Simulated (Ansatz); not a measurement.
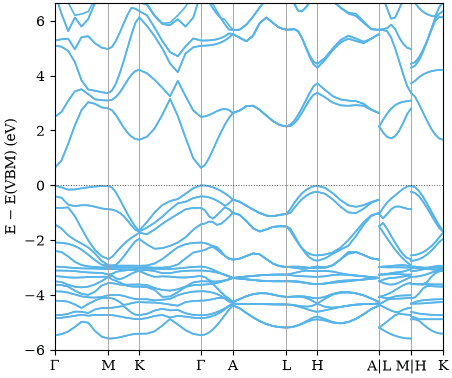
Fig. 1. Band structure from PBEsol with spin–orbit coupling (plane waves, PAW; program Ansatz)

Read off the gap and where the band edges lie.

About 0.6 eV (0.64 eV by a search for the band edges); maximum at Γ, minimum at Γ.

The material is AgI (NiAs type, P6_3/mmc).

The start of the workflow was typed in or built on a structure type; neither database checked (COD, Materials Project) lists it. It is not the phase usual at ambient conditions (space group No. 186, 216). Symmetry was held in the PBEsol relaxation; of distortions, only those at the zone centre were tested. The run is not spin-polarised.

Potentials: the later of the program's two PAW sets.
